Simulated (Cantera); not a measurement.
Feed: 1 mol Fe₂O₃, 28 mol H₂, 28 mol N₂, at 105 Torr.

These are equilibrium values from Cantera (NASA tables, ideal gas, pure condensed phases), not measurements of a reactor. Candidate condensed phases: Fe, FeO, Fe(OH)₂, Fe(OH)₃, Fe₂O₃, Fe₃O₄, H₂O; 27 gas species. The numbers say what is thermodynamically allowed, not how fast it happens.

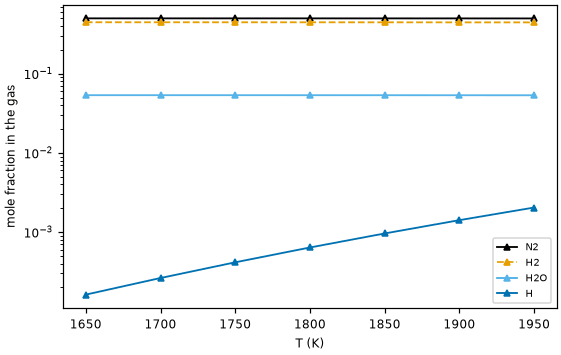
Fig. 1. Equilibrium gas composition (values under 1e-9 drawn at 1e-9)

### Question
Read off the mole fractions at 1900 K.

### Answer
N₂ about 0.50, H₂ about 0.45, H₂O about 0.053, H about 0.0014.
